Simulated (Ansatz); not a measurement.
# CaCr2Ni2: relaxing a made-up structure, part 2 of 2

Starting from a made-up structure for CaCr2Ni2, the aim is the relaxed cell, its shortest contacts and, where a second run follows, its electronic structure.

Ansatz 0.2.0; DFT, PBE, plane-wave PAW, default files, scalar-relativistic, ferromagnetic start, cell and ions relaxed at zero pressure (the session's first sound run).

So far: The structure; Relaxing cell and atoms. The relaxed cell has a = 3.969, c = 10.384 Å (conventional setting).

In doubt: warnings of the run leave room for a lower electronic state, so energies may not be the lowest and differences between runs may mislead.

## Step 3: Electronic structure of the relaxed cell

A second self-consistent run takes a narrower smearing and the mesh shown in its input; the bands follow along the standard path of the relaxed lattice.

This step: DFT, PBE, plane-wave PAW, default files, scalar-relativistic, ferromagnetic start, bands and density of states at the relaxed cell (Ansatz 0.2.0).

input.yaml reads:

```yaml
crystal:
  lattice:
    - [-1.9842723522, 1.9842723522, 5.191764808]
    - [1.9842723522, -1.9842723522, 5.191764808]
    - [1.9842723522, 1.9842723522, -5.191764808]
  atoms:
    - { symbol: Ni, position: [0.6161060471, 0.6161060471, 0.0], spin: 0.3 }
    - { symbol: Ni, position: [0.3838939529, 0.3838939529, 0.0], spin: 0.3 }
    - { symbol: Cr, position: [0.75, 0.25, 0.5], spin: 2.3 }
    - { symbol: Cr, position: [0.25, 0.75, 0.5], spin: 2.3 }
    - { symbol: Ca, position: [0.0, 0.0, 0.0] }
magnetization:
  spin_polarized: true
kpoints:
  mp_grid: { grid: [12, 12, 12] }
  band_path:
    path:
      - [[0.0, 0.0, 0.0], [-0.5, 0.5, 0.0], [-0.5, 0.5, -0.07303694], [-0.28651847, 0.28651847, -0.28651847], [0.0, 0.0, 0.0], [0.5, 0.5, -0.5], [0.28651847, 0.71348153, -0.71348153], [0.0, 0.5, -0.5], [-0.25, 0.75, -0.25], [0.07303694, 0.92696306, -0.5], [0.5, 0.5, -0.5]]
      - [[-0.5, 0.5, 0.0], [-0.25, 0.75, -0.25]]
    npoints: 7
scf:
  occupations: { method: fermi_dirac, width: 0.03 }
  n_extra_bands: 12
hamiltonian:
  xc: pbe
  pseudopotentials: { kind: paw }
output:
  forces: true
  stress: true
  write_bands: true
  dos: { projected: true }
  write_density: true
  write_potential: true
  elf: true
  volumetric_format: npy
```

Launch:

```
ansatz run input.yaml --threads 4 --pin off --max-ram 8192MiB --backend cpu --events-out ev --progress --plain --runs-dir out
```

Numbers of over 12 decimals in the logs are rounded to 6 here.

The program printed:

```text
[...]
Crystal: 5 atoms, lattice volume = 81.767 Å³
Basis set: ecut = 420 eV, 1597 PW (Γ), exchange–correlation on 80×80×80 points (8 copies of the dense FFT grid, shifted against one another)
Bands: 49, of which v1, the nominal top of the filled ones, is band 37 counted from 1 (36 counted from 0)
Symmetry: 16 space group operations
[...]
k-points: 163 of 1728
[...]
Starting moments: Σ|m| = 5.2 μB on 4 of 5 sites
[...]
SCF iter   1: F=—  HF=-20253.520062 eV  |F-HF|=—  |Δ(HF+E_count)|=         —  Δρ=1.51e-1 (↑1.51e-1 ↓6.55e-2)  dr2=3.80e1  dr2_m=2.49e0  M=2.588 μB ∫|m|=2.707 μB  β_m=0.30  ethr=3.10e-3  ⟨swp⟩=7.5  Hψ=66421  notcnv=0  defer=1
[...]
SCF iter  15: F=-20250.211294 eV  HF=-20250.211294 eV  |F-HF|=3.27e-11  |Δ(HF+E_count)|=   4.30e-9  Δρ=3.20e-7 (↑2.85e-7 ↓3.20e-7)  dr2=2.85e-10  dr2_m=4.92e-12  M=5.972 μB ∫|m|=6.089 μB  ethr=4.19e-11  ⟨swp⟩=11.5  Hψ=98402  notcnv=0
SCF 1 converged in 15 iterations: F = -20250.211294 eV  dr2 = 2.85e-10
[...]
NSCF: frozen V_eff on 79 k-points
SCF converged after 15 iterations
Magnetization: 5.9721 μB (39.9861 up, 34.0139 down)
Absolute magnetization: 6.0910 μB (∫|ρ↑−ρ↓|, with the PAW one-centre terms)
[...]
Per-site moments (μB) at R_I (Å): [(0.347499, 0.994612), (0.347499, 0.994612), (2.271698, 0.999430), (2.271698, 0.999430), (0.029414, 1.259856)]
Free energy (F): -20250.211294 eV
[...]
Internal energy: -20250.190696 eV  (E = F + TS)
E sigma→0 (E₀):  -20250.200995 eV
Entropy (-TS):   -0.020599 eV (-4.120 meV/atom)
Fermi energy:    12.691710 eV
[...]
--- Forces (eV/Å), atoms counted from 1 ---
  atom   1  Ni     0.00000000     0.00000000    -0.02148133
  atom   2  Ni    -0.00000000    -0.00000000     0.02148133
  atom   3  Cr     0.00000000     0.00000000     0.00000000
  atom   4  Cr     0.00000000     0.00000000     0.00000000
  atom   5  Ca    -0.00000000     0.00000000     0.00000000
  max |Σ_I F_I| component: 6.94e-18 eV/Å
--- Stress (GPa, compression-positive) ---
        0.078151      -0.000000       0.000000
       -0.000000       0.078151      -0.000000
        0.000000      -0.000000       0.217341
  P = ⅓ Tr σ = 0.1245 GPa (1.245 kbar)
--- Band table (eV; the first three rows and the last of 326) ---
  k-point 0 ↑: bands = [... 33 lower, 11.2952, 11.2952, 11.4920, 12.4716, 12.4716, 12.7430, 13.0643, 13.3561, ... 8 higher]
  k-point 1 ↑: bands = [... 33 lower, 11.1929, 11.2763, 11.5313, 12.3807, 12.4106, 12.7505, 13.0430, 13.1394, ... 8 higher]
  k-point 2 ↑: bands = [... 33 lower, 10.9926, 11.2808, 11.6184, 12.1578, 12.3081, 12.5622, 12.9019, 12.9609, ... 8 higher]
  k-point 162 ↓: bands = [... 33 lower, 13.0454, 13.0454, 13.1727, 14.0572, 14.3444, 14.4877, 14.4877, 14.9620, ... 8 higher]
```

The job ended after 43 s (4 threads of Arm Neoverse V2, shared host; peak memory 1.2 GiB).

The column dr2 measures how far the density is from self-consistency, as an energy; F and HF (Harris–Foulkes) agree once it is small.

Numbers from this step:

| Item | Value |
| --- | --- |
| free energy | -20250.2113 eV |
| energy at zero smearing | -20250.2010 eV |
| smearing term TS | 0.02060 eV |
| Fermi energy | 12.69 eV |
| magnetization | 5.972 μB |
| absolute magnetization | 6.091 μB |
| site moments | 0.3475, 0.3475, 2.272, 2.272, 0.02941 μB |
| pressure | 0.1245 GPa |

bands.tsv at the labelled points (eV, zero at the Fermi level; the bands that come nearest the Fermi level along the path):

```
point  band_37_up  band_38_up  band_39_up  band_40_up  band_41_up  band_42_up  band_33_dn  band_34_dn
    Γ       -0.22        0.05        0.37        0.66        0.80        0.96        0.03        0.03
    X       -0.42        0.06        0.11        0.30        0.33        0.77       -0.46        0.45
    Y       -0.27       -0.10       -0.04        0.02        0.19        0.29       -0.28        0.30
    S       -0.54       -0.39       -0.39       -0.22        0.00        0.21       -0.25        0.18
    Γ       -0.22        0.05        0.37        0.66        0.80        0.96        0.03        0.03
    Z       -0.33       -0.18        0.01        0.47        0.66        2.34        0.35        0.35
   S1       -0.54       -0.39       -0.39       -0.22        0.00        0.21       -0.25        0.18
    N       -0.62       -0.50       -0.28       -0.23        0.08        0.81       -0.77        0.34
    P       -0.23       -0.02       -0.02        0.31        0.32        0.81       -1.00        0.69
   Y1       -0.27       -0.10       -0.04        0.02        0.19        0.29       -0.28        0.30
    Z       -0.33       -0.18        0.01        0.47        0.66        2.34        0.35        0.35
    X       -0.42        0.06        0.11        0.30        0.33        0.77       -0.46        0.45
    P       -0.23       -0.02       -0.02        0.31        0.32        0.81       -1.00        0.69
```

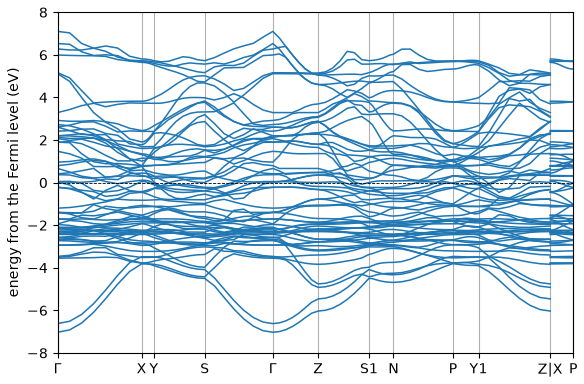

Bands along the path. 40 bands lie wholly below the window drawn.

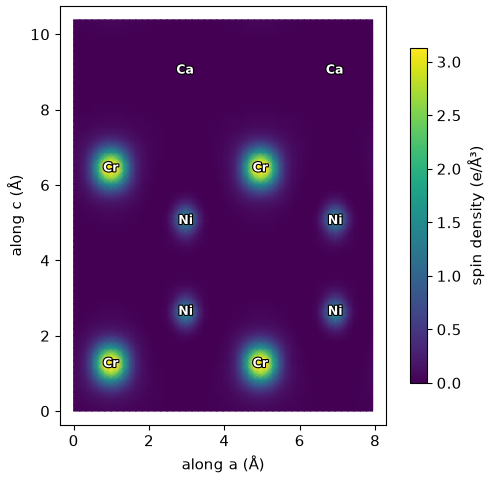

Spin density in the ac plane of the conventional cell at fractional y = 0.000, with atoms of Ni and Cr and Ca within 0.2 Å of it. The map starts off the cell's origin, so that atoms lie inside it.

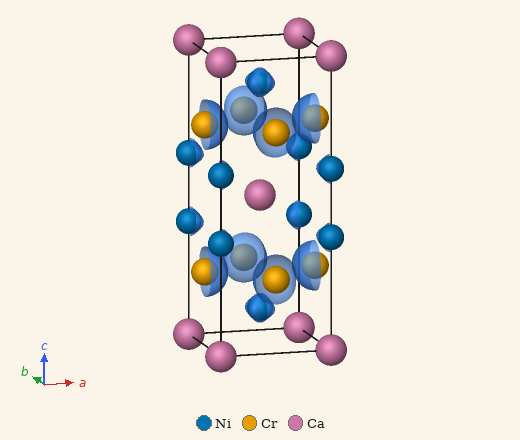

Surface of spin density = 0.23 e/Å³, which holds about 70 % of the integral of its size.

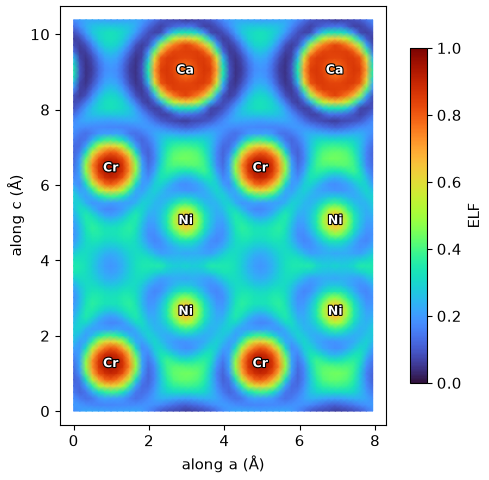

ELF in the ac plane of the conventional cell at fractional y = 0.000, with atoms of Ni and Cr and Ca within 0.2 Å of it. It is the smooth field of the valence electrons, not physical close to the nuclei. The map starts off the cell's origin, so that atoms lie inside it.

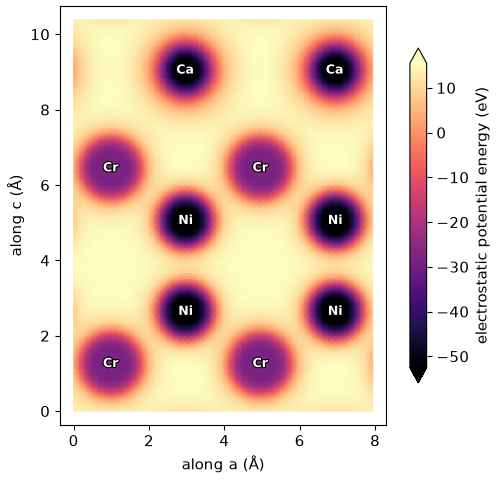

Electrostatic potential energy in the ac plane of the conventional cell at fractional y = 0.000, with atoms of Ni and Cr and Ca within 0.2 Å of it. With pseudopotentials it is smooth inside the atoms' cores, unlike the true potential. The map starts off the cell's origin, so that atoms lie inside it.

## Step 4: Outcome

| Quantity | Value |
| --- | --- |
| space group, relaxed | I4/mmm |
| conventional cell | a = 3.969, b = 3.969, c = 10.384 Å; α = 90.0°, β = 90.0°, γ = 90.0° |
| volume per atom | 16.35 Å³ (guess 14.84) |
| total moment | 5.91 μB in the cell of 5 atoms |

**Reading.** CaCr2Ni2 relaxes to I4/mmm with a = 3.969, b = 3.969 and c = 10.384 Å. The guessed volume was 9 % too small. The space group I4/mmm was held in the relaxation, so the end point is a stationary structure within it and may be a saddle against distortions or other arrangements. The input starts from parallel moments, and no other start was typed. The electronic state may lie above the lowest one. Bands cross the Fermi level, so it is a metal or semimetal at this level. On the 12×12×12 mesh with the narrower smearing (relaxed on 10×10×10) the largest force component is 0.021 eV/Å and the largest stress component is 0.217 GPa, against the relaxation's thresholds of 0.015 eV/Å and 0.05 GPa. The cutoff wasn't tested. No dispersion term is used, so weakly bound directions may come out too long. The program estimates, without running it, that another magnetic order lies lower than the one relaxed here. Nothing here tests whether the compound is stable against decomposition.

[Logs are printed without paths, hosts, clocks, repeated set-up lines and the standing remarks that a program may print on its own settings, such as how far it seeks lower states.]

[Hosts, paths, dates, database ids (printed as entryN), source tags and the programs' standing remarks are cut or masked in the printed files.]
